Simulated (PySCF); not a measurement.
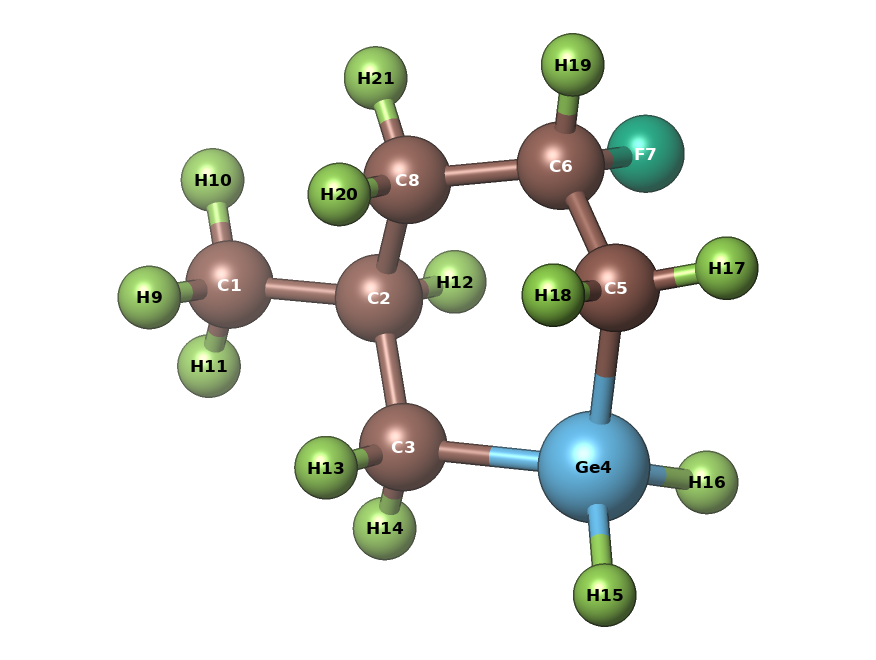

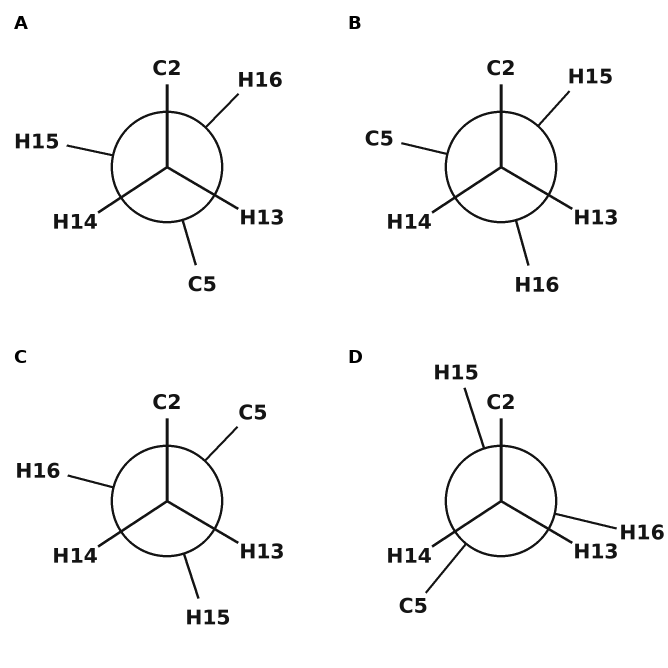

Distant atoms are faded towards the background colour. Bonds that would overlap in a projection are set slightly apart. The computed structure is the end point of a PBE0-D3(BJ)/def2-SVP optimisation. No frequency run is at hand to confirm it as a minimum.

Which Newman projection shows the view along C3–Ge4, with C3 in front?

Answer. C. The torsion angle C2–C3–Ge4–C5 is 44°, synclinal (gauche).
